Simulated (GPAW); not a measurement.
# Quasiparticle gap of CsPbCl3 (Pm-3m) in GPAW

Aim: the G0W0 gap of CsPbCl3 (Pm-3m) on PBE, step by step.

Calculated with GPAW 26.7.0; PBE and many-body steps on it, plane waves.

### Step 1. The starting structure

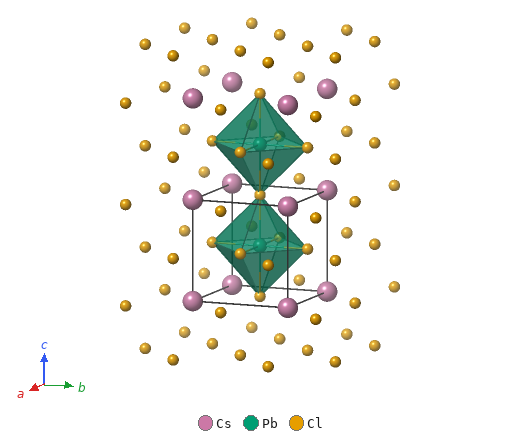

The starting structure, seen slightly off an axis (caesium pink, lead teal, chlorine orange). 1×1×2 cells are drawn. Some periodic images of atoms are drawn too.

Coordinates:

```cif
data_structure
_symmetry_space_group_name_H-M 'P 1'
_symmetry_Int_Tables_number 1
_cell_length_a 5.6050
_cell_length_b 5.6050
_cell_length_c 5.6050
_cell_angle_alpha 90.000
_cell_angle_beta 90.000
_cell_angle_gamma 90.000
_cell_volume 176.09
loop_
_atom_site_label
_atom_site_type_symbol
_atom_site_fract_x
_atom_site_fract_y
_atom_site_fract_z
_atom_site_occupancy
Cs1 Cs 0.00000 0.00000 0.00000 1
Pb2 Pb 0.50000 0.50000 0.50000 1
Cl3 Cl 0.50000 0.50000 0.00000 1
Cl4 Cl 0.00000 0.50000 0.50000 1
Cl5 Cl 0.50000 0.00000 0.50000 1
```

The cell and positions come from the Crystallography Open Database and are kept as given unless a step says otherwise. Spin-orbit coupling is left out unless a step names it.

### Step 2. Ground state

This step: GPAW 26.7.0; DFT, PBE, plane waves, PAW.

The ground-state density comes first.

File run.py:

```python
import json
import numpy as np
from gpaw.mpi import world
from ase import Atoms
from gpaw import GPAW, PW, FermiDirac

atoms = Atoms(['Cs', 'Pb', 'Cl', 'Cl', 'Cl'],
    cell=[[5.6050000000, 0.0000000000, 0.0000000000],
      [0.0000000000, 5.6050000000, 0.0000000000],
      [0.0000000000, 0.0000000000, 5.6050000000]],
    scaled_positions=[[0.0000000000, 0.0000000000, 0.0000000000],
      [0.5000000000, 0.5000000000, 0.5000000000],
      [0.5000000000, 0.5000000000, 0.0000000000],
      [0.0000000000, 0.5000000000, 0.5000000000],
      [0.5000000000, 0.0000000000, 0.5000000000]],
    pbc=(True, True, True))
calc = GPAW(mode=PW(450),
    xc='PBE',
    kpts={'size': (4, 4, 4), 'gamma': True},
    occupations=FermiDirac(0.001),
    nbands=-8,
    convergence={'density': 1e-6, 'bands': -3},
    maxiter=100,
    txt='gs.txt')
atoms.calc = calc
res = {'energy': atoms.get_potential_energy()}
kpts = calc.get_ibz_k_points()
res['kpts'] = kpts
res['eigenvalues'] = [calc.get_eigenvalues(kpt=k) for k in range(len(kpts))]
res['n_electrons'] = calc.get_number_of_electrons()
calc.write('gs.gpw')

if world.rank == 0:
    with open('result.json', 'w') as f:
        json.dump(res, f, default=lambda x: x.tolist())
```

Command:

```bash
mpirun -n 8 gpaw python run.py
```

Numbers of over 12 decimals in the logs are rounded to 6 here.

What it wrote:

```text
__  _  _
 | _ |_)|_||  |
 |__||  | ||/\| - 26.7.0

Input parameters:
  mode=PW(ecut=450.000000),
  convergence={'density': 1e-06, 'bands': -3},
  kpts=MonkhorstPack(size=(4, 4, 4), gamma=True),
  maxiter=100,
  nbands=-8,
  occupations=Occupations(name='fermi-dirac', width=0.001, fixmagmom=False),
  xc=XC(name='PBE')
  [... matrices ...]
Diagonalizing LCAO Hamiltonian
Converting LCAO to pw mode
    .-------------.
   /|             |
  / |             |
 *  |             |
 |  |             |
 | Cl    Pb       |
 |  |   Cl        |
 |  .-------------.
 | /     Cl      /
 |/             /
 Cs------------*

Atoms  # Å, Bohr magnetons
|   | symbol |        x |        y |        z |    initial magnetic moments |
| 0 |     Cs | 0.000000 | 0.000000 | 0.000000 | ( 0.0000,  0.0000,  0.0000) |
| 1 |     Pb | 2.802500 | 2.802500 | 2.802500 | ( 0.0000,  0.0000,  0.0000) |
| 2 |     Cl | 2.802500 | 2.802500 | 0.000000 | ( 0.0000,  0.0000,  0.0000) |
| 3 |     Cl | 0.000000 | 2.802500 | 2.802500 | ( 0.0000,  0.0000,  0.0000) |
| 4 |     Cl | 2.802500 | 0.000000 | 2.802500 | ( 0.0000,  0.0000,  0.0000) |

Unit cell  # Å
| periodic |        x |        y |        z |  lengths |    angles |
|      yes | 5.605000 | 0.000000 | 0.000000 | 5.605000 | 90.000000 |
|      yes | 0.000000 | 5.605000 | 0.000000 | 5.605000 | 90.000000 |
|      yes | 0.000000 | 0.000000 | 5.605000 | 5.605000 | 90.000000 |

Number of symmetries: 48
Symmetry operations  # r_c * U_cc + t_c -> r_c
|    | kind |            matrix            |
|  0 |  E   |  1, 0, 0,  0, 1, 0,  0, 0, 1 |
|  1 |  σ   |  1, 0, 0,  0, 1, 0,  0, 0,-1 |
|  2 |  σ   |  1, 0, 0,  0, 0, 1,  0, 1, 0 |
|  3 |  C4  |  1, 0, 0,  0, 0, 1,  0,-1, 0 |
|  4 |  C4  |  1, 0, 0,  0, 0,-1,  0, 1, 0 |
|  5 |  σ   |  1, 0, 0,  0, 0,-1,  0,-1, 0 |
|  6 |  σ   |  1, 0, 0,  0,-1, 0,  0, 0, 1 |
|  7 |  C2  |  1, 0, 0,  0,-1, 0,  0, 0,-1 |
|  8 |  σ   |  0, 1, 0,  1, 0, 0,  0, 0, 1 |
|  9 |  C2  |  0, 1, 0,  1, 0, 0,  0, 0,-1 |
| 10 |  C3  |  0, 1, 0,  0, 0, 1,  1, 0, 0 |
| 11 |  S6  |  0, 1, 0,  0, 0, 1, -1, 0, 0 |
| 12 |  S6  |  0, 1, 0,  0, 0,-1,  1, 0, 0 |
| 13 |  C3  |  0, 1, 0,  0, 0,-1, -1, 0, 0 |
| 14 |  C4  |  0, 1, 0, -1, 0, 0,  0, 0, 1 |
| 15 |  S4  |  0, 1, 0, -1, 0, 0,  0, 0,-1 |
| 16 |  C3  |  0, 0, 1,  1, 0, 0,  0, 1, 0 |
| 17 |  S6  |  0, 0, 1,  1, 0, 0,  0,-1, 0 |
| 18 |  σ   |  0, 0, 1,  0, 1, 0,  1, 0, 0 |
| 19 |  C4  |  0, 0, 1,  0, 1, 0, -1, 0, 0 |
| 20 |  C2  |  0, 0, 1,  0,-1, 0,  1, 0, 0 |
| 21 |  S4  |  0, 0, 1,  0,-1, 0, -1, 0, 0 |
| 22 |  S6  |  0, 0, 1, -1, 0, 0,  0, 1, 0 |
| 23 |  C3  |  0, 0, 1, -1, 0, 0,  0,-1, 0 |
| 24 |  S6  |  0, 0,-1,  1, 0, 0,  0, 1, 0 |
| 25 |  C3  |  0, 0,-1,  1, 0, 0,  0,-1, 0 |
| 26 |  C4  |  0, 0,-1,  0, 1, 0,  1, 0, 0 |
| 27 |  σ   |  0, 0,-1,  0, 1, 0, -1, 0, 0 |
| 28 |  S4  |  0, 0,-1,  0,-1, 0,  1, 0, 0 |
| 29 |  C2  |  0, 0,-1,  0,-1, 0, -1, 0, 0 |
| 30 |  C3  |  0, 0,-1, -1, 0, 0,  0, 1, 0 |
| 31 |  S6  |  0, 0,-1, -1, 0, 0,  0,-1, 0 |
| 32 |  C4  |  0,-1, 0,  1, 0, 0,  0, 0, 1 |
| 33 |  S4  |  0,-1, 0,  1, 0, 0,  0, 0,-1 |
| 34 |  S6  |  0,-1, 0,  0, 0, 1,  1, 0, 0 |
| 35 |  C3  |  0,-1, 0,  0, 0, 1, -1, 0, 0 |
| 36 |  C3  |  0,-1, 0,  0, 0,-1,  1, 0, 0 |
| 37 |  S6  |  0,-1, 0,  0, 0,-1, -1, 0, 0 |
| 38 |  σ   |  0,-1, 0, -1, 0, 0,  0, 0, 1 |
| 39 |  C2  |  0,-1, 0, -1, 0, 0,  0, 0,-1 |
| 40 |  σ   | -1, 0, 0,  0, 1, 0,  0, 0, 1 |
| 41 |  C2  | -1, 0, 0,  0, 1, 0,  0, 0,-1 |
| 42 |  C2  | -1, 0, 0,  0, 0, 1,  0, 1, 0 |
| 43 |  S4  | -1, 0, 0,  0, 0, 1,  0,-1, 0 |
| 44 |  S4  | -1, 0, 0,  0, 0,-1,  0, 1, 0 |
| 45 |  C2  | -1, 0, 0,  0, 0,-1,  0,-1, 0 |
| 46 |  C2  | -1, 0, 0,  0,-1, 0,  0, 0, 1 |
| 47 |  i   | -1, 0, 0,  0,-1, 0,  0, 0,-1 |

BZ-sampling:
  Number of BZ points: 64
  Number of IBZ points: 10

  Monkhorst-Pack size: [4, 4, 4]
  Monkhorst-Pack shift: [0.125, 0.125, 0.125]

K-points  # in reciprocal-cell coordinates
|   |                                coordinates |     weight |
| 0 | (  0.00000000,   0.00000000,   0.00000000) | 0.01562500 |
| 1 | (  0.25000000,   0.00000000,   0.00000000) | 0.09375000 |
| 2 | (  0.25000000,   0.25000000,   0.00000000) | 0.18750000 |
| 3 | (  0.25000000,   0.25000000,   0.25000000) | 0.12500000 |
| 4 | (  0.50000000,   0.00000000,   0.00000000) | 0.04687500 |
| 5 | (  0.50000000,   0.25000000,   0.00000000) | 0.18750000 |
| 6 | (  0.50000000,   0.25000000,   0.25000000) | 0.18750000 |
| 7 | (  0.50000000,   0.50000000,   0.00000000) | 0.04687500 |
| 8 | (  0.50000000,   0.50000000,   0.25000000) | 0.09375000 |
| 9 | (  0.50000000,   0.50000000,   0.50000000) | 0.01562500 |

Plane wave coefficients: 3840
Cutoff: 450.000000 eV

Spin-components: 1 (collinear spins)
Bands:           30
Projectors:      26
Spin-degeneracy: 2
Datatype:        complex128

  Storage: CPU
  Wave functions: 18_196_800 bytes (2_274_600 per core)
  Projectors: 18_196_800 bytes (2_274_600 per core)
  [... matrices ...]
Parallelization:
  kpt:    2
  domain: 4
  band:   1

Density:
  Valence electrons: 44.0
  Components: 1
  Grid points: [28 28 28]
  Charge: 0.0  # |e|

Potential:
  Grid points: [28 28 28]

species:
  Cs:
    name:    Caesium
    Z:       55.0
    valence: 9
    core:    46
    charge:  0.0  # [|e|]
    compensation charges:
      type: gauss
      rc: 0.33  # [Å]
      lmax: 2
    cutoffs:
      filter: 2.06  # [Å]
      core: 2.51  # [Å]
    projectors
    | kind |    occ | energy [eV] | rcut [Å] |
    |   5s |  2.000 |     -26.706 |    1.164 |
    |   6s |  1.000 |      -2.085 |    1.164 |
    |   5p |  6.000 |     -13.523 |    1.058 |
    |    p |        |      13.688 |    1.058 |
    |    d |        |       0.000 |    1.058 |

    Using partial waves for Cs as LCAO basis

  Pb:
    name:    Lead
    Z:       82.0
    valence: 14
    core:    68
    charge:  0.0  # [|e|]
    compensation charges:
      type: gauss
      rc: 0.38  # [Å]
      lmax: 2
    cutoffs:
      filter: 2.36  # [Å]
      core: 2.43  # [Å]
    projectors
    | kind |    occ | energy [eV] | rcut [Å] |
    |   6s |  2.000 |     -11.969 |    1.259 |
    |   6p |  2.000 |      -3.506 |    1.275 |
    |   5d | 10.000 |     -21.211 |    1.217 |
    |    s |        |      15.243 |    1.259 |
    |    p |        |      23.705 |    1.275 |
    |    d |        |       6.001 |    1.217 |

    Using partial waves for Pb as LCAO basis

  Cl:
    name:    Chlorine
    Z:       17.0
    valence: 7
    core:    10
    charge:  0.0  # [|e|]
    compensation charges:
      type: gauss
      rc: 0.25  # [Å]
      lmax: 2
    cutoffs:
      filter: 1.40  # [Å]
      core: 1.49  # [Å]
    projectors
    | kind |    occ | energy [eV] | rcut [Å] |
    |   3s |  2.000 |     -20.689 |    0.794 |
    |   3p |  5.000 |      -8.594 |    0.794 |
    |    s |        |       6.523 |    0.794 |
    |    p |        |      18.617 |    0.794 |
    |    d |        |       0.000 |    0.794 |

    Using partial waves for Cl as LCAO basis

Reference energy: -816739.388037  # eV

eigensolver:
  PPCG
  Converge bands: -3
  niter=2

density mixing:
  MSR1-Mixer
  Pratt-step length: 0.05
  Maximum mixing coefficient: 0.75
  Old densities: 10
  SVD Regularization: 0.005
  Good broyden scale: 1.0
  Trust region scale: 1.0
  Backstep threshold: 4.0
  History deletion threshold: 6.0
  Fourier metric: weight=20.0, sigma=0.015

occupation numbers:
  Fermi-Dirac:
    width: 0.0010  # eV

poisson solver:
  ecut: 3600.000000  # eV

xc functional:
  name: PBE with 2 nearest neighbor stencil

Initialization done in: 1.276 s

convergence criteria:
- Maximum integral of absolute [dens]ity change: 1e-06 electrons / valence electron
- Maximum [total energy] change in last 3 cyles: 0.0005 eV / valence electron
- Maximum integral of absolute [eigenst]ate change: 4e-08 eV^2 / valence electron
maximum number of iterations: 100

SCF iterations
|iter     |     time |      energy | eigst |  dens |
|iter:   1|  |  -18.265059 | +0.87 |       |
|iter:   2|  |  -18.125161 | -0.13 | -1.24 |
|iter:   3|  |  -17.539533 | -0.82 | -1.29 |
|iter:   4|  |  -17.541420 | -1.53 | -1.81 |
|iter:   5|  |  -17.544840c| -2.51 | -2.22 |
|iter:   6|  |  -17.545086c| -3.05 | -2.97 |
|iter:   7|  |  -17.545103c| -3.43 | -3.55 |
|iter:   8|  |  -17.545105c| -3.88 | -4.12 |
|iter:   9|  |  -17.545105c| -4.46 | -5.09 |
|iter:  10|  |  -17.545105c| -5.01 | -5.57 |
|iter:  11|  |  -17.545105c| -5.62 | -6.32c|
|iter:  12|  |  -17.545105c| -6.15 | -7.00c|
|iter:  13|  |  -17.545105c| -6.73 | -7.31c|
|iter:  14|  |  -17.545105c| -7.34 | -7.91c|
|iter:  15|  |  -17.545105c| -7.72c| -8.38c|

Converged in 15 steps
SCF loop duration: 5.795 s (0.386 s/step)
Energy contributions relative to reference atoms: (reference = -816739.388037)
  [... matrices ...]
Energy contributions:
  Kinetic:          33.215239
  Coulomb:         -32.950808
  Zero:             -0.107954
  External:          0.000000
  Xc:              -17.701582
  Entropy:          -0.000000
  Spinorbit:         0.000000
  ----------------------------
  Free energy:     -17.545105
  Extrapolated:    -17.545105

dipole moment: (-52.513557, -52.513557, -52.513557)  # |e|*Ang

Fermi level: 4.244
Eigenvalues  # (at kpt = [0.000, 0.000, 0.000])
| band index |      eig [eV] | occ [0-2] |
|          0 |       -18.294 |     2.000 |
|        ... |               |           |
|         14 |        -1.635 |     2.000 |
|         15 |        -1.635 |     2.000 |
|         16 |         0.407 |     2.000 |
|         17 |         0.407 |     2.000 |
|         18 |         0.407 |     2.000 |
|         19 |         0.512 |     2.000 |
|         20 |         0.512 |     2.000 |
|         21 |         0.512 |     2.000 |
|         22 |         6.400 |     0.000 |
|         23 |         7.332 |     0.000 |
|         24 |         7.332 |     0.000 |
|         25 |         8.241 |     0.000 |
|         26 |         8.241 |     0.000 |
|         27 |         8.284 |     0.000 |
|         28 |         9.213 |     0.000 |
|         29 |         9.213 |     0.000 |

Gap: 1.868 eV
Transition (v -> c):
  (s=0, k=9, n=21, [0.50, 0.50, 0.50]) -> (s=0, k=9, n=22, [0.50, 0.50, 0.50])
No difference between direct/indirect transitions
# Writing to gs.gpw (mode='')
  [... matrices ...]
```

The job ended after 8.9 s (8 MPI ranks of Arm Neoverse V1, shared host; peak memory 1.2 GiB).

This step gave:

```yaml
total_energy: -17.55 eV
gap: 1.868 eV
k_of_the_valence_top: 0.5, 0.5, 0.5
k_of_the_conduction_bottom: 0.5, 0.5, 0.5
least_direct_gap: 1.868 eV
```

The gap is direct, at (0.500, 0.500, 0.500).

### Step 3. Bands along the symmetry lines

The cheap functional maps the bands first; the places of the edges decide which points the dearer methods must see.

File run.py:

```python
import json
import numpy as np
from gpaw.mpi import world
from gpaw import GPAW

path = [[0.000000, 0.000000, 0.000000],
    [0.000000, 0.062500, 0.000000],
    [0.000000, 0.125000, 0.000000],
    [0.000000, 0.187500, 0.000000],
    [0.000000, 0.250000, 0.000000],
    [0.000000, 0.312500, 0.000000],
    [0.000000, 0.375000, 0.000000],
    [0.000000, 0.437500, 0.000000],
    [0.000000, 0.500000, 0.000000],
    [0.062500, 0.500000, 0.000000],
    [0.125000, 0.500000, 0.000000],
    [0.187500, 0.500000, 0.000000],
    [0.250000, 0.500000, 0.000000],
    [0.312500, 0.500000, 0.000000],
    [0.375000, 0.500000, 0.000000],
    [0.437500, 0.500000, 0.000000],
    [0.500000, 0.500000, 0.000000],
    [0.437500, 0.437500, 0.000000],
    [0.375000, 0.375000, 0.000000],
    [0.312500, 0.312500, 0.000000],
    [0.250000, 0.250000, 0.000000],
    [0.187500, 0.187500, 0.000000],
    [0.125000, 0.125000, 0.000000],
    [0.062500, 0.062500, 0.000000],
    [0.000000, 0.000000, 0.000000],
    [0.062500, 0.062500, 0.062500],
    [0.125000, 0.125000, 0.125000],
    [0.187500, 0.187500, 0.187500],
    [0.250000, 0.250000, 0.250000],
    [0.312500, 0.312500, 0.312500],
    [0.375000, 0.375000, 0.375000],
    [0.437500, 0.437500, 0.437500],
    [0.500000, 0.500000, 0.500000],
    [0.437500, 0.500000, 0.437500],
    [0.375000, 0.500000, 0.375000],
    [0.312500, 0.500000, 0.312500],
    [0.250000, 0.500000, 0.250000],
    [0.187500, 0.500000, 0.187500],
    [0.125000, 0.500000, 0.125000],
    [0.062500, 0.500000, 0.062500],
    [0.000000, 0.500000, 0.000000],
    [0.500000, 0.500000, 0.500000],
    [0.500000, 0.500000, 0.437500],
    [0.500000, 0.500000, 0.375000],
    [0.500000, 0.500000, 0.312500],
    [0.500000, 0.500000, 0.250000],
    [0.500000, 0.500000, 0.187500],
    [0.500000, 0.500000, 0.125000],
    [0.500000, 0.500000, 0.062500],
    [0.500000, 0.500000, 0.000000]]
calc = GPAW('gs.gpw').fixed_density(kpts=path,
    symmetry='off',
    nbands=32,
    convergence={'bands': 28},
    txt='bands.txt')
res = {}
kpts = calc.get_ibz_k_points()
res['kpts'] = kpts
res['eigenvalues'] = [calc.get_eigenvalues(kpt=k) for k in range(len(kpts))]
res['n_electrons'] = calc.get_number_of_electrons()

if world.rank == 0:
    with open('result.json', 'w') as f:
        json.dump(res, f, default=lambda x: x.tolist())
```

Command:

```bash
mpirun -n 8 gpaw python run.py
```

What it wrote:

```text
Diagonalizing LCAO Hamiltonian
Converting LCAO to pw mode
convergence criteria:
- Maximum integral of absolute [eigenst]ate change: 4e-08 eV^2 / valence electron
maximum number of iterations: 100

SCF iterations
|iter     |     time |      energy | eigst |  dens |
|iter:   1|  |             | +1.40 |       |
|iter:   2|  |             | +0.79 |       |
|iter:   3|  |             | -0.11 |       |
[...]
|iter:  12|  |             | -6.56 |       |
|iter:  13|  |             | -7.25 |       |
|iter:  14|  |             | -7.82c|       |
SCF steps: 14
  __  _  _
 | _ |_)|_||  |
 |__||  | ||/\| - 26.7.0

Input parameters:
  mode=PW(ecut=450.000000),
  convergence={'bands': 28},
  gpts=array([28, 28, 28]),
  kpts=KPoints(kpts=array([[0.    , 0.    , 0.    ],
         [0.    , 0.0625, 0.    ],
         [0.    , 0.125 , 0.    ],
         [0.    , 0.1875, 0.    ],
         [0.    , 0.25  , 0.    ],
         [0.    , 0.3125, 0.    ],
         [0.    , 0.375 , 0.    ],
         [0.    , 0.4375, 0.    ],
[...]
[0.0625, 0.5   , 0.    ],
[...]
[0.1875, 0.5   , 0.    ],
[...]
[0.3125, 0.5   , 0.    ],
[...]
[0.4375, 0.5   , 0.    ],
[...]
[0.4375, 0.4375, 0.    ],
[...]
[0.3125, 0.3125, 0.    ],
[...]
[0.1875, 0.1875, 0.    ],
[...]
[0.0625, 0.0625, 0.    ],
[...]
[0.0625, 0.0625, 0.0625],
[...]
[0.1875, 0.1875, 0.1875],
[...]
[0.3125, 0.3125, 0.3125],
[...]
[0.4375, 0.4375, 0.4375],
[...]
[0.4375, 0.5   , 0.4375],
[...]
[0.3125, 0.5   , 0.3125],
[...]
[0.1875, 0.5   , 0.1875],
[...]
[0.0625, 0.5   , 0.0625],
[...]
[0.5   , 0.5   , 0.4375],
[...]
[0.5   , 0.5   , 0.3125],
         [0.5   , 0.5   , 0.25  ],
         [0.5   , 0.5   , 0.1875],
         [0.5   , 0.5   , 0.125 ],
         [0.5   , 0.5   , 0.0625],
         [0.5   , 0.5   , 0.    ]])),
  maxiter=100,
  nbands=32,
  occupations=Occupations(name='fermi-dirac', width=0.001, fixmagmom=False),
  parallel={},
  symmetry=Symmetry(point_group=False, time_reversal=False),
  xc=XC(name='PBE')
  [... matrices ...]
timing:  # [seconds]
  Total: 0.029  # ━━━━━━━━━━━━━━━━━━━━━━━━━━━━━━━━━━━━━━━━━━━━━━━━━━━━━━━━━━━
```

Run time: 21 s. Hardware: 8 MPI ranks; peak memory 1.6 GiB; 2.7 min of CPU time.

Numbers from this step:

```
gap                        : 1.868 eV
k of the valence top       : 0.5, 0.5, 0.5
k of the conduction bottom : 0.5, 0.5, 0.5
least direct gap           : 1.868 eV
```

The gap is 1.868 eV, as in the run before at this level.

Electronic bands along the path, in eV, zero at the top of the highest filled band:

| point | band 19 | band 20 | band 21 | band 22 | band 23 | band 24 | band 25 | band 26 |
| --- | --- | --- | --- | --- | --- | --- | --- | --- |
| Γ | -2.69 | -2.58 | -2.58 | -2.58 | 3.31 | 4.24 | 4.24 | 5.15 |
| X | -2.79 | -2.69 | -2.69 | -1.72 | 2.95 | 4.64 | 5.15 | 5.27 |
| M | -2.87 | -2.81 | -2.27 | -0.83 | 2.45 | 2.45 | 4.87 | 5.34 |
| Γ | -2.69 | -2.58 | -2.58 | -2.58 | 3.31 | 4.24 | 4.24 | 5.15 |
| R | -2.26 | -2.26 | -2.26 | 0.00 | 1.87 | 1.87 | 1.87 | 5.06 |
| X | -2.79 | -2.69 | -2.69 | -1.72 | 2.95 | 4.64 | 5.15 | 5.27 |
| jump to R | -2.26 | -2.26 | -2.26 | 0.00 | 1.87 | 1.87 | 1.87 | 5.06 |
| M | -2.87 | -2.81 | -2.27 | -0.83 | 2.45 | 2.45 | 4.87 | 5.34 |

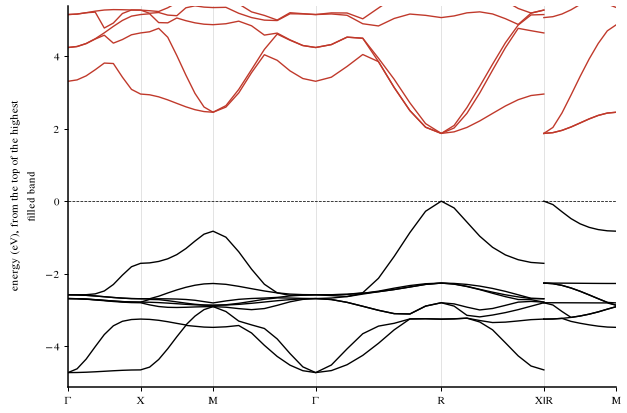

Electronic bands along the path; lines of filled and empty bands in two colours.

### Step 4. Empty states on the mesh, 4×4×4 mesh, 819 bands

The sums over transitions need many empty states on a uniform mesh; this step solves for them.

File run.py:

```python
import json
import numpy as np
from gpaw.mpi import world
from gpaw import GPAW

calc = GPAW('gs.gpw').fixed_density(kpts={'size': (4, 4, 4), 'gamma': True},
    parallel={'domain': 1, 'band': 1},
    txt='nscf.txt')
calc.diagonalize_full_hamiltonian(nbands=819)
calc.write('full.gpw', mode='all')
res = {}
kpts = calc.get_ibz_k_points()
res['kpts'] = kpts
res['eigenvalues'] = [calc.get_eigenvalues(kpt=k) for k in range(len(kpts))]
res['n_electrons'] = calc.get_number_of_electrons()

if world.rank == 0:
    with open('result.json', 'w') as f:
        json.dump(res, f, default=lambda x: x.tolist())
```

Command:

```bash
mpirun -n 8 gpaw python run.py
```

What it wrote:

```text
Diagonalizing LCAO Hamiltonian
Converting LCAO to pw mode
convergence criteria:
- Maximum integral of absolute [eigenst]ate change: 4e-08 eV^2 / valence electron
maximum number of iterations: 100

SCF iterations
|iter     |     time |      energy | eigst |  dens |
|iter:   1|  |             | +1.10 |       |
|iter:   2|  |             | +0.26 |       |
|iter:   3|  |             | -0.61 |       |
[...]
|iter:  13|  |             | -6.59 |       |
|iter:  14|  |             | -7.14 |       |
|iter:  15|  |             | -7.62c|       |
SCF steps: 15
  __  _  _
 | _ |_)|_||  |
 |__||  | ||/\| - 26.7.0

Input parameters:
  mode=PW(ecut=450.000000),
  convergence={'density': 1e-06, 'bands': -3},
  gpts=array([28, 28, 28]),
  kpts=MonkhorstPack(size=(4, 4, 4), gamma=True),
  maxiter=100,
  nbands=30,
  occupations=Occupations(name='fermi-dirac', width=0.001, fixmagmom=False),
  parallel={'domain': 1, 'band': 1},
  xc=XC(name='PBE')
Matrix size: 3791x3791
# Writing to full.gpw (mode='all')
  [... matrices ...]

timing:  # [seconds]
  Total: 112.221  # ━━━━━━━━━━━━━━━━━━━━━━━━━━━━━━━━━━━━━━━━━━━━━━━━━━━━━━━━━
```

The job ended after 2 min (8 MPI ranks; peak memory 8.8 GiB).

Numbers from this step:

```
gap                                                           : 1.868 eV
k of the valence top                                          : 0.5, 0.5, 0.5
k of the conduction bottom                                    : 0.5, 0.5, 0.5
least direct gap                                              : 1.868 eV
k points computed                                             : 10
lowest point of the top converged band, above the valence top : 151.2537 eV
```

On this mesh the gap is 1.868 eV.

[end of part 1 of 2]

[Paths, hosts, dates, memory and timing lines, banners, echoed tables and standing remarks are left out of the program output.]

[Logs are printed without paths, hosts, clocks, repeated set-up lines and the standing remarks that a program may print on its own settings, such as how far it seeks lower states.]

[Runs of the session that timed out or met a known fault of the program may be left out.]

[Hosts, paths, dates, database ids (printed as entryN), source tags and the programs' standing remarks are cut or masked in the printed files.]
